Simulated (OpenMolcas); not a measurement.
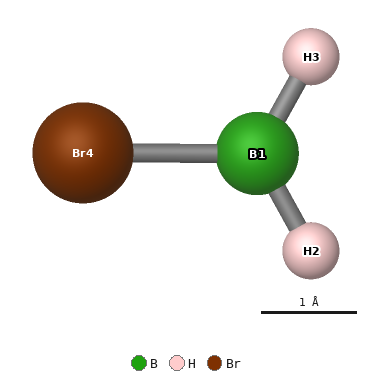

The input geometry (ball-and-stick view, seen on its broad side; atoms are numbered from 1 in the order of the input).

## Geometry relaxation, with input and output: BH2Br (part 1 of 4)

BH2Br, computed with CASSCF/ANO-S-VDZP (OpenMolcas 26.06).

The geometry comes from this level: GFN2-xTB.

### Input file
```
>>> EXPORT MOLCAS_PRINT=2

&GATEWAY
 COORD
 4
 angstrom
 B        0.091040       0.150920      -0.000430
 H        1.259830       0.109070       0.015270
 H       -0.490130       1.165750      -0.019120
 Br      -0.860740      -1.425740       0.004280
 BASIS=ANO-S-VDZP
 GROUP=NoSym
 RICD
>>> COPY $CurrDir/step2.RasOrb $Project.RasOrb
>>> EXPORT MOLCAS_MAXITER=40
>>> Do While

&SEWARD

&RASSCF
 FILEORB=$Project.RasOrb
 SPIN=1
 NACTEL=2 0 0
 INACTIVE=20
 RAS2=2
 ORBLISTING=Nothing
 ORBAPPEAR=Compact

&SLAPAF
>>> EndDo
```

Hardware: 1 thread of Arm Neoverse V1, 24 GiB of memory available, shared host.

Run as:
```bash
export MOLCAS_MEM=1860
pymolcas step12.inp > step12.log
```

### Output
```
--- Start Module: gateway ---

                                              &GATEWAY

                       available to each process: 1.9 GB of memory, 1 thread

++    Symmetry information:
      ---------------------

                    Character Table for C1

                             E
                    a        1  x, y, xy, Rz, z, xz, Ry, yz, Rx, I
--

++    Basis set information:
      ----------------------

      Basis set label: B.ANO-S...3S2P1D.

      Electronic valence basis set:
      ------------------
      Associated Effective Charge   5.000000 au
      Associated Actual Charge      5.000000 au
      Nuclear Model: Point charge

      Shell  nPrim  nBasis  Cartesian Spherical Contaminant
         s      10       3        X
         p       6       2        X
         d       3       1                 X

      Basis set label: H.ANO-S...2S1P.

      Electronic valence basis set:
      ------------------
      Associated Effective Charge   1.000000 au
      Associated Actual Charge      1.000000 au
      Nuclear Model: Point charge

      Shell  nPrim  nBasis  Cartesian Spherical Contaminant
         s       7       2        X
         p       3       1        X

      Basis set label: BR.ANO-S...5S4P2D.

      Electronic valence basis set:
      ------------------
      Associated Effective Charge  35.000000 au
      Associated Actual Charge     35.000000 au
      Nuclear Model: Point charge

      Shell  nPrim  nBasis  Cartesian Spherical Contaminant
         s      17       5        X
         p      15       4        X
         d       9       2                 X
--

++    Molecular structure info:
      -------------------------

                    ************************************************
                    **** Cartesian Coordinates / bohr, angstrom ****
                    ************************************************

     Center  Label                x              y              z                     x              y              z
        1      B1               0.172041       0.285197      -0.000813              0.091040       0.150920      -0.000430
        2      H2               2.380734       0.206112       0.028856              1.259830       0.109070       0.015270
        3      H3              -0.926211       2.202948      -0.036132             -0.490130       1.165750      -0.019120
        4      BR4             -1.626563      -2.694258       0.008088             -0.860740      -1.425740       0.004280

                    ***************************************
                    *    InterNuclear Distances / bohr    *
                    ***************************************

               1 B1            2 H2            3 H3            4 BR4
    1 B1       0.000000
    2 H2       2.210308        0.000000
    3 H3       2.210243        3.863607        0.000000
    4 BR4      3.480260        4.946818        4.947229        0.000000

                    *******************************************
                    *    InterNuclear Distances / angstrom    *
                    *******************************************

               1 B1            2 H2            3 H3            4 BR4
    1 B1       0.000000
    2 H2       1.169644        0.000000
    3 H3       1.169610        2.044533        0.000000
    4 BR4      1.841674        2.617743        2.617961        0.000000

                    **************************************
                    *    Valence Bond Angles / degree    *
                    **************************************
                          Atom centers                 Phi
                      2 H2       1 B1       3 H3       121.86
--

            Nuclear Potential Energy             69.21667144 au

--- Stop Module: gateway /rc=_RC_ALL_IS_WELL_ ---
--- Module gateway spent 1 second ---

>>> COPY step2.RasOrb step12.RasOrb

>>> EXPORT MOLCAS_MAXITER = 40

--- Start Module: seward ---

                                              &SEWARD

                       available to each process: 1.9 GB of memory, 1 thread

               SEWARD will generate:
                  Multipole Moment integrals up to order  2
                  Kinetic Energy integrals
                  Nuclear Attraction integrals (point charge)
                  One-Electron Hamiltonian integrals
                  Velocity integrals
                  Orbital angular momentum around ( -1.3596  -2.2520   0.0068 )
                  Velocity quadrupole around ( -1.3596  -2.2520   0.0068 )
                  RI decomposed two-electron repulsion integrals stored Cholesky style
                   - acCD auxiliary basis
                   - CD Threshold:   1.00E-04

                   Integrals are discarded if absolute value <: 1.00E-14
                   Integral cutoff threshold is set to       <: 1.00E-16

            Nuclear Potential Energy             69.21667144 au

      Basis set specifications :
      Symmetry species         a
      Basis functions           51

--- Stop Module: seward /rc=_RC_ALL_IS_WELL_ ---

--- Start Module: rasscf ---

                                              &RASSCF

                       available to each process: 1.9 GB of memory, 1 thread

      Header of the ONEINT file:
      --------------------------

      OrdInt status: non-squared

      Cartesian coordinates in angstrom:
      -----------------------------------------------------
      No.  Label        X            Y            Z
      -----------------------------------------------------
       1   B1         0.09104000   0.15092000  -0.00043000
       2   H2         1.25983000   0.10907000   0.01527000
       3   H3        -0.49013000   1.16575000  -0.01912000
       4   BR4       -0.86074000  -1.42574000   0.00428000
      -----------------------------------------------------
      Nuclear repulsion energy =   69.21667144

++    Wave function specifications:
      -----------------------------

      Number of closed shell electrons          40
      Number of electrons in active shells       2
      Max number of holes in RAS1 space          0
      Max nr of electrons in RAS3 space          0
      Number of inactive orbitals               20
      Number of active orbitals                  2
      Number of secondary orbitals              29
      Spin quantum number                      0.0
      State symmetry                             1
--

++    Orbital specifications:
      -----------------------

      Symmetry species                           1
                                                 a
      Frozen orbitals                            0
      Inactive orbitals                         20
      Active orbitals                            2
      RAS1 orbitals                              0
      RAS2 orbitals                              2
      RAS3 orbitals                              0
      Secondary orbitals                        29
      Deleted orbitals                           0
      Number of basis functions                 51
--

++    CI expansion specifications:
      ----------------------------

      Number of CSFs                             3
      Number of spin combinations                3
      Number of determinants                     4
      Number of root(s) required                 1
      Root chosen for geometry opt.              1
      CI root used                               1

      highest root included in the CI            1
      max. size of the explicit Hamiltonian      3
--

++    Optimization specifications:
      ----------------------------

      RASSCF algorithm: LK RI/DF
      Maximum number of macro iterations       200
      Maximum number of SX iterations          100
      Threshold for RASSCF energy            1.000E-08
      Threshold for max MO rotation          1.000E-01
      Threshold for max BLB element          1.000E-04
      Level shift parameter                  5.000E-01
      Make Quasi-Newton update
--

      The MO-coefficients are taken from the file:
      step12.RasOrb
      Title: RASSCF average (pseudo-natural) orbitals

      Total molecular charge    0.00

      ************************************************************************************************************************
      *                                            Wave function control section                                             *
      ************************************************************************************************************************

                                         RASSCF iterations: Energy and convergence statistics
                                         ----------------------------------------------------

          iter iter root      energy       change     param      element    value   shift minimum  type update hh:mm:ss
 Nr of preliminary CI iterations:   1
      Total energies have been shifted. Add                -2000.00 au
        1   1   47    1  -598.28878884    0.00E+00   1.88E-01*  19  28 1 -9.46E-02*  0.00   0.00    SX    NO    0:00:00
        2   1   30    1  -598.31446305   -2.57E-02* -1.10E-01*  13  33 1  1.39E-02*  0.00   0.00    SX    NO    0:00:00
        3   1   20    1  -598.31547492   -1.01E-03*  4.45E-02   19  28 1 -1.49E-02*  0.00   0.00    SX    NO    0:00:00
        4   1   20    1  -598.31637970   -9.05E-04* -3.17E-02   20  38 1 -5.15E-03*  0.00   0.00    SX    NO    0:00:00
        5   1   21    1  -598.31644674   -6.70E-05* -2.51E-02   19  27 1  3.76E-03*  0.00   0.69    QN   YES    0:00:00
        6   1   17    1  -598.31652149   -7.48E-05*  1.99E-02   20  38 1  1.63E-03*  0.00   1.46    QN   YES    0:00:00
        7   1   20    1  -598.31655523   -3.37E-05*  1.42E-02   20  38 1  8.94E-04*  0.00   1.22    QN   YES    0:00:00
        8   1   20    1  -598.31656829   -1.31E-05*  8.48E-03   19  27 1 -1.95E-04*  0.00   1.09    QN   YES    0:00:00
        9   1   17    1  -598.31657064   -2.34E-06*  1.47E-02   21  34 1 -1.28E-04*  0.00   1.39    QN   YES    0:00:00
       10   1   17    1  -598.31657100   -3.62E-07*  5.82E-03   20  38 1 -4.94E-04*  0.00   0.60    LS   YES    0:00:00
       11   1   14    1  -598.31657148   -4.86E-07* -1.41E-03   20  38 1 -1.33E-04*  0.00   0.98    QN   YES    0:00:00
       12   1   13    1  -598.31657160   -1.13E-07* -1.54E-03   20  38 1 -1.21E-04*  0.00   1.49    QN   YES    0:00:00
       13   1   13    1  -598.31657169   -9.24E-08* -4.24E-04   21  34 1  5.10E-05   0.00   0.85    QN   YES    0:00:00
       14   1   13    1  -598.31657171   -1.78E-08*  1.02E-03   18  29 1 -4.70E-05   0.00   2.50    QN   YES    0:00:00
       15   1   17    1  -598.31657178   -7.59E-08*  9.33E-02   20  38 1 -3.82E-05   0.00   2.50    QN   YES    0:00:00
       16   1   28    1  -598.31654843    2.34E-05*  1.88E-02   21  34 1 -5.56E-03*  0.00   0.14    SX   YES    0:00:00
       17   1   27    1  -598.31679603   -2.48E-04* -2.21E-01*  21  34 1 -4.17E-03*  0.00   2.50    QN   YES    0:00:00
       18   1   33    1  -598.31822477   -1.43E-03*  8.08E-02   18  29 1 -6.83E-03*  0.00   1.02    QN   YES    0:00:00
       19   1   33    1  -598.31841095   -1.86E-04*  4.53E-02   18  29 1 -6.41E-03*  0.00   0.80    QN   YES    0:00:00
       20   1   31    1  -598.31869635   -2.85E-04* -4.97E-02   18  38 1 -2.34E-03*  0.00   1.01    QN   YES    0:00:00
       21   1   27    1  -598.31883869   -1.42E-04* -2.16E-02   18  29 1  1.40E-03*  0.00   1.07    QN   YES    0:00:00
       22   1   26    1  -598.31891821   -7.95E-05* -1.34E-01*  18  29 1  1.38E-03*  0.00   2.50    QN   YES    0:00:00
       23   1   27    1  -598.31935550   -4.37E-04* -1.57E-01*  16  44 1  2.99E-03*  0.00   2.03    QN   YES    0:00:00
       24   1   32    1  -598.31969956   -3.44E-04*  9.29E-02   16  44 1  4.66E-03*  0.00   1.17    QN   YES    0:00:00
       25   1   32    1  -598.31993911   -2.40E-04*  1.13E-01*  21  44 1 -5.22E-03*  0.00   2.07    QN   YES    0:00:00
       26   1   31    1  -598.32033835   -3.99E-04*  9.88E-02   21  44 1 -4.54E-03*  0.00   2.15    QN   YES    0:00:00
       27   1   29    1  -598.32067424   -3.36E-04*  6.85E-02   20  38 1 -2.91E-03*  0.00   2.02    LS   YES    0:00:00
       28   1   29    1  -598.32077950   -1.05E-04*  3.70E-02   21  42 1 -3.50E-03*  0.00   1.35    QN   YES    0:00:00
       29   1   28    1  -598.32088057   -1.01E-04* -5.15E-02   18  38 1 -1.79E-03*  0.00   0.92    QN   YES    0:00:00
       30   1   29    1  -598.32095639   -7.58E-05* -1.80E-02   21  44 1  1.68E-03*  0.00   1.26    QN   YES    0:00:00
       31   1   25    1  -598.32100022   -4.38E-05* -1.70E-02   18  33 1  1.15E-03*  0.00   1.66    QN   YES    0:00:00
       32   1   24    1  -598.32102668   -2.65E-05*  8.90E-03   19  27 1  6.98E-04*  0.00   1.28    QN   YES    0:00:00
       33   1   24    1  -598.32103207   -5.39E-06* -4.67E-03   19  27 1  5.28E-04*  0.00   1.32    QN   YES    0:00:00
       34   1   23    1  -598.32103403   -1.96E-06* -3.65E-03   18  33 1 -2.47E-04*  0.00   1.42    QN   YES    0:00:00
       35   1   20    1  -598.32103502   -9.95E-07* -3.85E-03   18  33 1 -1.57E-04*  0.00   1.43    QN   YES    0:00:00
       36   1   20    1  -598.32103546   -4.41E-07* -1.62E-03   20  38 1 -1.19E-04*  0.00   1.24    QN   YES    0:00:00
       37   1   19    1  -598.32103561   -1.49E-07*  1.96E-03   20  38 1 -9.73E-05   0.00   1.56    QN   YES    0:00:00
       38   1   16    1  -598.32103568   -6.85E-08*  2.90E-03   20  38 1 -6.78E-05   0.00   2.50    LS   YES    0:00:00
       39   1   19    1  -598.32103563    4.90E-08*  1.53E-03   18  29 1 -5.49E-05   0.00   0.24    LS   YES    0:00:00
       40   1   19    1  -598.32103568   -4.95E-08* -8.95E-04   20  38 1 -5.91E-05   0.00   1.44    QN   YES    0:00:00
       41   1   15    1  -598.32103570   -2.42E-08*  1.27E-04   17  28 1  1.79E-05   0.00   1.16    QN   YES    0:00:00
       42   1   14    1  -598.32103571   -4.90E-09   1.55E-04   20  38 1 -1.17E-05   0.00   1.14    QN   YES    0:00:00
      Convergence after 42 iterations
       43   1   14    1  -598.32103571   -1.25E-09   1.55E-04   18  33 1 -4.76E-06   0.00   1.14    QN   YES    0:00:00

      ************************************************************************************************************************
                                                      Wave function printout:
                       occupation of active orbitals, and spin coupling of open shells (u,d: Spin up or down)
      ************************************************************************************************************************

      Note: transformation to natural orbitals
      has been made, which may change the order of the CSFs.

      printout of CI-coefficients larger than  0.05 for root  1
      energy=   -2598.321036
      conf/sym  11     Coeff  Weight
             1  20   0.99602 0.99205
             3  02  -0.08917 0.00795

      Natural orbitals and occupation numbers for root  1
      sym 1:   1.984099   0.015901

      ************************************************************************************************************************
      *                                                    Final results                                                     *
      ************************************************************************************************************************

++    Final optimization conditions:
      ------------------------------

      Average CI energy                           -2598.32103571
      RASSCF energy for state  1                  -2598.32103571
      Super-CI energy                                -0.00000000
      RASSCF energy change                           -0.00000000
      Max change in MO coefficients               2.233E-04
      Max non-diagonal density matrix element     1.550E-04
      Maximum BLB matrix element                 -4.759E-06
      (orbital pair  18,  33 in symmetry   1)
      Norm of electronic gradient            1.283E-05
--

      Final state energy(ies):
      ------------------------

::    RASSCF root number  1 Total energy:  -2598.32103571
      Von Neumann Entropy (Root   1) =  0.06688

      Mulliken population analysis for root number:  1
      -----------------------------------------------

++    Molecular charges:
      ------------------

      Mulliken charges per centre
      ---------------------------

                B1      H2      H3      BR4
      Total    5.3117  0.8523  0.8522 34.9838

      N-E     -0.3117  0.1477  0.1478  0.0162

      Total electronic charge=   42.000000

      Total            charge=   -0.000000
--

      Expectation values of various properties for root number:  1
      -----------------------------------------------------------

++    Molecular properties:
      ---------------------

      Charge (e):
                      =   -0.0000
      Dipole Moment (debye):
      Origin of the operator (angstrom)=   -0.7195   -1.1917    0.0036
                   X=  3.5905E-01               Y=  5.9495E-01               Z= -1.7250E-03           Total=  6.9490E-01
      Quadrupole Moment (debye*angstrom):
      Origin of the operator (angstrom)=   -0.7195   -1.1917    0.0036
                  XX= -2.6062E+01              XY=  1.1123E+00              XZ= -2.3473E-02              YY= -2.4890E+01
                  YZ=  1.1457E-02              ZZ= -2.5187E+01
      In traceless form (debye*angstrom)
                  XX= -1.0238E+00              XY=  1.6685E+00              XZ= -3.5210E-02              YY=  7.3493E-01
                  YZ=  1.7185E-02              ZZ=  2.8884E-01
--
```
